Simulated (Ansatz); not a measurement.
**Ga(H2O)F3 (F3GaH2O): structure and electronic state**

Aim: characterise Ga(H2O)F3 (F3GaH2O) as a singlet: its structure, frontier levels and distribution of charge.

The runs use Ansatz 0.2.0, Gaussian basis; RKS PBE0-D4/def2-TZVP.

The runs, in order: relaxation at PBE-D4/def2-SVP; a search for the lowest solution at PBE0-D4/def2-SVP; a single point at PBE0-D4/def2-TZVP.

## (1) Where the work starts

7 atoms, charge 0, spin multiplicity 1.

Atoms are counted from 1 here; the program's logs count them from 0.

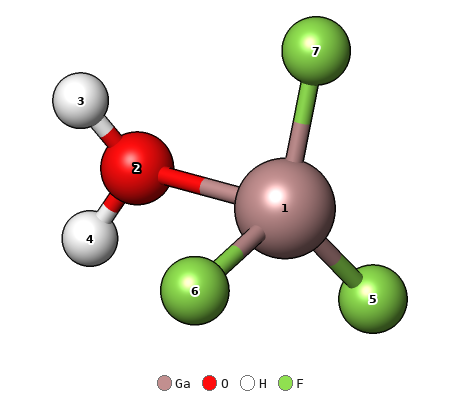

Start geometry, drawn with gallium pink, oxygen red, hydrogen white, fluorine green; atoms are numbered from 1 in the order of the file.

Geometry (Å):

```
Ga    0.0779   -0.1096   -0.9405
O     0.0650   -0.0608    1.1415
H    -0.7699   -0.2988    1.5677
H     0.4659    0.6995    1.5829
F     1.7909   -0.0496   -1.1290
F    -0.7784    1.3831   -1.1838
F    -0.8515   -1.5637   -1.0388
```

The start is a GFN2-xTB geometry.

## (2) Optimising with PBE-D4/def2-SVP

Input file in.yaml:

```yaml
crystal:
  periodic: [false, false, false]
  atoms:
    - {symbol: Ga, position_ang: [0.077910, -0.109650, -0.940470]}
    - {symbol: O, position_ang: [0.065000, -0.060830, 1.141460]}
    - {symbol: H, position_ang: [-0.769870, -0.298800, 1.567690]}
    - {symbol: H, position_ang: [0.465890, 0.699490, 1.582930]}
    - {symbol: F, position_ang: [1.790940, -0.049630, -1.128980]}
    - {symbol: F, position_ang: [-0.778420, 1.383130, -1.183800]}
    - {symbol: F, position_ang: [-0.851450, -1.563700, -1.038820]}
basis:
  gaussian: {orbitals: def2-SVP}
hamiltonian: {xc: pbe, dispersion: d4}
scf: {omitted_lower_state_checks: [starts]}
output: {orbitals: {seedname: orbitals}}
relax: {f_tol: 0.02, max_steps: 100}
```

The run is started by

```
$ ansatz run in.yaml --threads 2 --pin off --events-out ev --progress --plain --max-ram 32768MiB --backend cpu
```

Standard output (excerpt; [...] marks lines left out):

```text
Functional definition: PBE
  name "PBE"
  cite "Perdew, Burke & Ernzerhof, Phys. Rev. Lett. 77, 3865 (1996) doi:10.1103/PhysRevLett.77.3865"
  parent pbe
[...]
1058 factors; their error is unknown
[...]
mean field -62579.59632558 eV, -2299.7577469910 hartree, gradient 2.9e-5 eV, S^2 0.000000; 0 other end points of the search recorded, 0 dependent functions left out
[...]
reference -62579.59636665 eV, -2299.7577485003 hartree; 34, 34 occupied and 64, 64 virtual orbitals, 1058 factors
relax step   1: F+E_penalty+E_count = -62579.70992037 eV  Δ(F+E_penalty+E_count) = +0.000e0 eV  max|allowed force component| = 1.094e0 eV/Å  Δτ_max = 0.0000 Å  (24 SCF iters, accepted)
[...]
relax step   4: F+E_penalty+E_count = -62579.79658748 eV  Δ(F+E_penalty+E_count) = -6.541e-3 eV  max|allowed force component| = 1.293e-1 eV/Å  Δτ_max = 0.0528 Å  (24 SCF iters, accepted)
[...]
relax step   7: F+E_penalty+E_count = -62579.82319186 eV  Δ(F+E_penalty+E_count) = -1.267e-2 eV  max|allowed force component| = 6.927e-2 eV/Å  Δτ_max = 0.0973 Å  (27 SCF iters, accepted)
[...]
relax step  10: F+E_penalty+E_count = -62579.86080228 eV  Δ(F+E_penalty+E_count) = -1.970e-2 eV  max|allowed force component| = 2.155e-1 eV/Å  Δτ_max = 0.1121 Å  (28 SCF iters, accepted)
[...]
relax step  11: F+E_penalty+E_count = -62579.86679404 eV  Δ(F+E_penalty+E_count) = -5.992e-3 eV  max|allowed force component| = 7.140e-2 eV/Å  Δτ_max = 0.0812 Å  (25 SCF iters, accepted)
[...]
relax step  12: F+E_penalty+E_count = -62579.86749072 eV  Δ(F+E_penalty+E_count) = -6.967e-4 eV  max|allowed force component| = 5.950e-3 eV/Å  Δτ_max = 0.0247 Å  (25 SCF iters, accepted)
[...]
1058 factors; their error is unknown
mean field -62579.75449110 eV, -2299.7635594670 hartree, gradient 5.2e-5 eV, S^2 0.000000; 0 other end points of the search recorded, 0 dependent functions left out
[...]
reference -62579.75453218 eV, -2299.7635609766 hartree; 34, 34 occupied and 64, 64 virtual orbitals, 1058 factors
Total energy: -62579.86753180 eV, -2299.7677136359 hartree
Atom 0 at     0.180253    -0.062688    -0.856736 Å, force    -0.001839    -0.005950    -0.004812 eV/Å
Atom 1 at     0.195048     0.034752     1.222603 Å, force    -0.000990     0.003968     0.001679 eV/Å
Atom 2 at    -0.460125    -0.660215     1.453483 Å, force     0.002272     0.001391     0.001989 eV/Å
Atom 3 at    -0.257478     0.889195     1.395651 Å, force    -0.000501    -0.003358     0.000816 eV/Å
Atom 4 at     1.823120    -0.299014    -1.429018 Å, force    -0.000470     0.000178     0.001440 eV/Å
Atom 5 at    -0.554370     1.545590    -0.977019 Å, force     0.000971     0.005950     0.000677 eV/Å
Atom 6 at    -0.926448    -1.447610    -0.808954 Å, force     0.000556    -0.002178    -0.001788 eV/Å
Dipole moment:    -0.279901     0.080585     0.848671 e Å
Checks for a lower state left out: starts
```

Run time: 15 s. Hardware: 2 threads of AMD EPYC 7R13, shared host.

The steps of the relaxation: (the energy doesn't fall at every step)

```csv
step,energy from step 1 (eV),largest force component (eV/Å)
1,0.0000,1.0939
2,-0.0577,0.3819
3,-0.0801,0.1775
4,-0.0867,0.1293
5,-0.1006,0.1230
6,-0.0952,1.3374
7,-0.1133,0.0693
8,-0.1243,0.3647
9,-0.1312,0.8499
10,-0.1509,0.2155
11,-0.1569,0.0714
12,-0.1576,0.0060
```

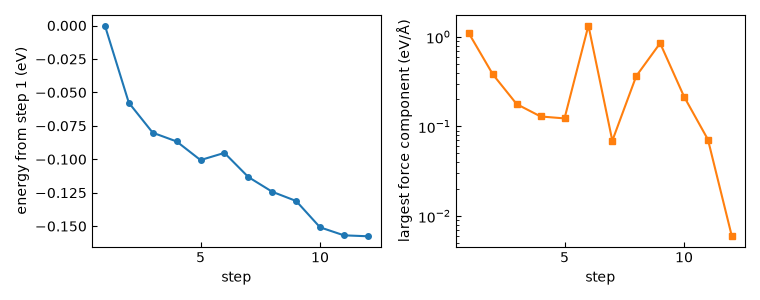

Energy and force, step by step.

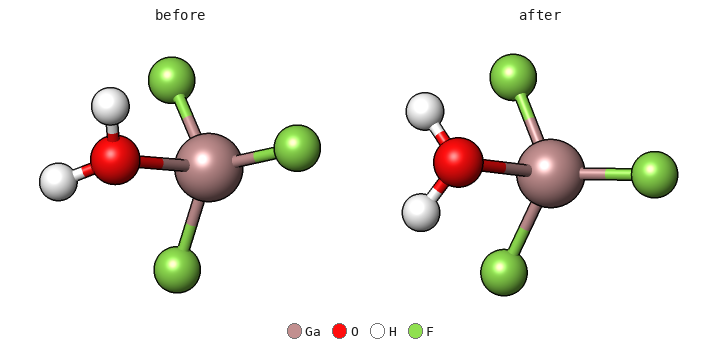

Before and after, at one scale.

Distances of close pairs at the start and the end, largest changes first:

```csv
bond,before (Å),after (Å),change (Å)
Ga1–F7,1.728,1.773,+0.045
Ga1–F6,1.738,1.772,+0.034
Ga1–F5,1.724,1.756,+0.031
O2–H4,0.966,0.982,+0.016
O2–H3,0.967,0.983,+0.016
Ga1–O2,2.083,2.082,-0.001
```

Bonds by kind at the end (by distance):

```csv
bond,count,shortest (Å),longest (Å)
F–Ga,3,1.756,1.773
Ga–O,1,2.082,2.082
H–O,2,0.982,0.983
```

## (3) Searching for the lowest solution, PBE0-D4/def2-SVP

start.molden holds the orbitals of an earlier run on this state, given as this run's starting guess.

Input file in.yaml:

```yaml
crystal:
  periodic: [false, false, false]
  atoms:
    - {symbol: Ga, position_ang: [0.180253, -0.062688, -0.856736]}
    - {symbol: O, position_ang: [0.195048, 0.034752, 1.222603]}
    - {symbol: H, position_ang: [-0.460125, -0.660215, 1.453483]}
    - {symbol: H, position_ang: [-0.257478, 0.889195, 1.395651]}
    - {symbol: F, position_ang: [1.823120, -0.299014, -1.429018]}
    - {symbol: F, position_ang: [-0.554370, 1.545590, -0.977019]}
    - {symbol: F, position_ang: [-0.926448, -1.447610, -0.808954]}
basis:
  gaussian: {orbitals: def2-SVP, initial_orbitals: start.molden}
hamiltonian: {xc: pbe0, dispersion: d4}
output: {orbitals: {seedname: orbitals}}
```

Same command.

Standard output:

```text
Functional definition: PBE0
  name "PBE0"
  cite "Adamo & Barone, J. Chem. Phys. 110, 6158 (1999) doi:10.1063/1.478522"
  cite "Perdew, Burke & Ernzerhof, Phys. Rev. Lett. 77, 3865 (1996) doi:10.1103/PhysRevLett.77.3865"
  parent pbe
  parameter a = 0.25
  parameter kappa = 0.804
  parameter beta = 0.06672455060314922
  exchange = (1 - a)*pbe_x(kappa = kappa, mu = beta*pi^2/3) + a*exact_x
  correlation = pbe_c(beta = beta)
931 factors; integrals over basis functions are off by at most 1.3e-3 eV
mean field evaluation 1: about -62580.5866 eV, gradient 7.8e0 eV
mean field evaluation 2: about -62580.7445 eV, gradient 2.1e-1 eV
mean field evaluation 4: about -62580.8244 eV, gradient 8.3e-4 eV
mean field evaluation 8: about -62573.5948 eV, gradient 6.8e1 eV
mean field evaluation 16: about -62580.8244 eV, gradient 3.6e-2 eV
mean field -62580.82439469 eV, -2299.8028776985 hartree, gradient 1.9e-5 eV, S^2 0.000000; 1 other end points of the search recorded, 0 dependent functions left out
reference -62580.82442444 eV, -2299.8028787920 hartree; 34, 34 occupied and 64, 64 virtual orbitals, 931 factors
Total energy: -62580.91924558 eV, -2299.8063634043 hartree
```

Run time: 2 s. Hardware: 2 threads of AMD EPYC 7R13, shared host.

Report: HOMO -10.53 eV, LUMO -1.02 eV.

## (4) Single point, PBE0-D4/def2-TZVP

in.yaml, as its differences from that of step 3:

```diff
@@ -11,4 +11,5 @@
 basis:
-  gaussian: {orbitals: def2-SVP, initial_orbitals: start.molden}
+  gaussian: {orbitals: def2-TZVP, initial_orbitals: start.molden}
 hamiltonian: {xc: pbe0, dispersion: d4}
-output: {orbitals: {seedname: orbitals}}
+scf: {omitted_lower_state_checks: [starts]}
+output: {forces: true, orbitals: {seedname: orbitals}}
```

Same command.

Standard output (excerpt; [...] marks lines left out):

```text
Functional definition: PBE0
  name "PBE0"
  cite "Adamo & Barone, J. Chem. Phys. 110, 6158 (1999) doi:10.1063/1.478522"
  cite "Perdew, Burke & Ernzerhof, Phys. Rev. Lett. 77, 3865 (1996) doi:10.1103/PhysRevLett.77.3865"
  parent pbe
[...]
1120 factors; their error is unknown
[...]
mean field -62600.33282168 eV, -2300.5197991670 hartree, gradient 1.6e-5 eV, S^2 0.000000; 0 other end points of the search recorded, 0 dependent functions left out
[...]
reference -62600.33284681 eV, -2300.5198000907 hartree; 34, 34 occupied and 150, 150 virtual orbitals, 1120 factors
Total energy: -62600.42766794 eV, -2300.5232847030 hartree
Atom 0 at     0.180253    -0.062688    -0.856736 Å, force     0.061310    -0.009629     0.096200 eV/Å
Atom 1 at     0.195048     0.034752     1.222603 Å, force    -0.909531     0.114893    -0.065330 eV/Å
Atom 2 at    -0.460125    -0.660215     1.453483 Å, force     0.506552     0.415783    -0.095194 eV/Å
Atom 3 at    -0.257478     0.889195     1.395651 Å, force     0.380253    -0.536049    -0.066594 eV/Å
Atom 4 at     1.823120    -0.299014    -1.429018 Å, force    -0.558583     0.079752     0.181944 eV/Å
Atom 5 at    -0.554370     1.545590    -0.977019 Å, force     0.208961    -0.442923     0.000994 eV/Å
Atom 6 at    -0.926448    -1.447610    -0.808954 Å, force     0.311038     0.378173    -0.052019 eV/Å
Dipole moment:    -0.279263     0.080854     0.854639 e Å
Checks for a lower state left out: starts
```

Wall time 3.5 s (2 threads of AMD EPYC 7R13, shared host).

Report: HOMO -10.87 eV, LUMO -1.30 eV.

Mulliken charges, from this run's orbitals:

```csv
atom,value (e)
Ga1,0.92
O2,-0.51
H3,0.38
H4,0.38
F5,-0.37
F6,-0.40
F7,-0.40
```

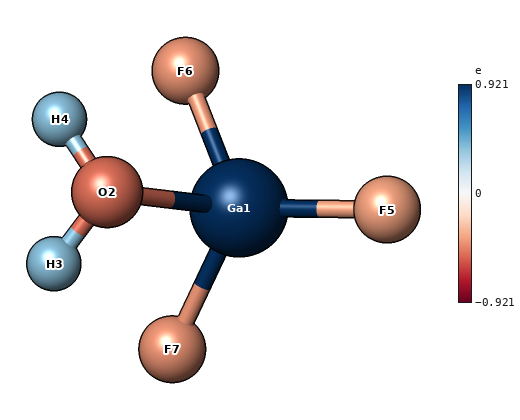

Mulliken charges, from this run's orbitals, as colours on the atoms.

Largest Mayer bond orders: Ga1–F5 1.01; Ga1–F6 0.95; Ga1–F7 0.95; O2–H4 0.85; O2–H3 0.85; Ga1–O2 0.43.

Orbitals, density, ELF and potential are computed afterwards from the orbital file.

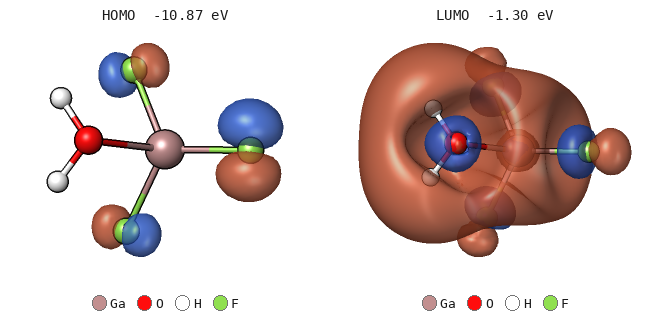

Frontier orbitals at PBE0-D4/def2-TZVP; each surface holds 70 % of the orbital's density, blue and red mark the sign.

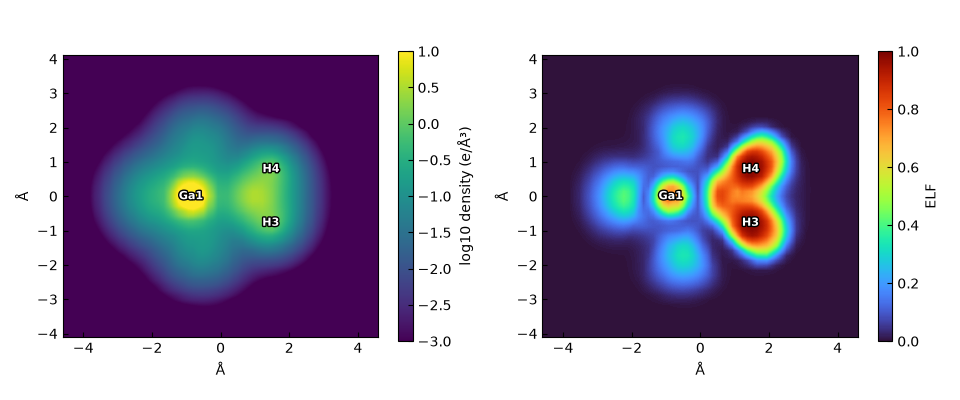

Density (left) and ELF (right) in a plane through or near 3 of the atoms.

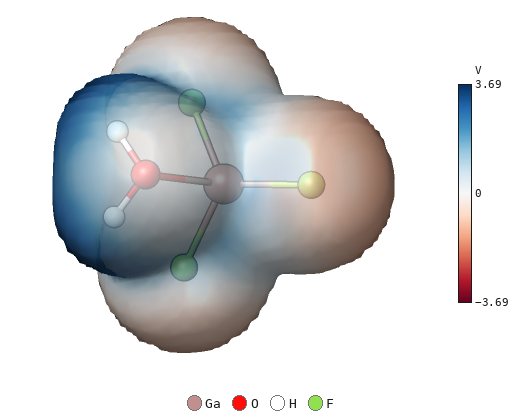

The potential that a unit positive charge feels on the 0.002 e/bohr³ surface, from the 1st to the 99th percentile, from -1.32 V near F5 to 3.69 V near H3.

## (5) What came out

```
                       quantity                           value
                    point group                              Cs
 commonest bond, hydrogen aside  F–Ga, 3 of mean length 1.767 Å
HOMO, LUMO at PBE0-D4/def2-TZVP                -10.87, -1.30 eV
      dipole at PBE-D4/def2-SVP                          4.31 D
```

In words: The molecule keeps its bonding pattern by the stored test; the atoms moved 0.42 Å (rms), and the angle Ga1–O2–H4 went from 118° to 102°. No usable vibrations, so a minimum isn't proven. The HOMO lies nearest to F5 63 %; F6, F7 about 18 % each and the LUMO to Ga1 23 %; H3, H4 about 16 % each. The point group is read from a loosely relaxed geometry; soft torsions can leave it below the true symmetry.
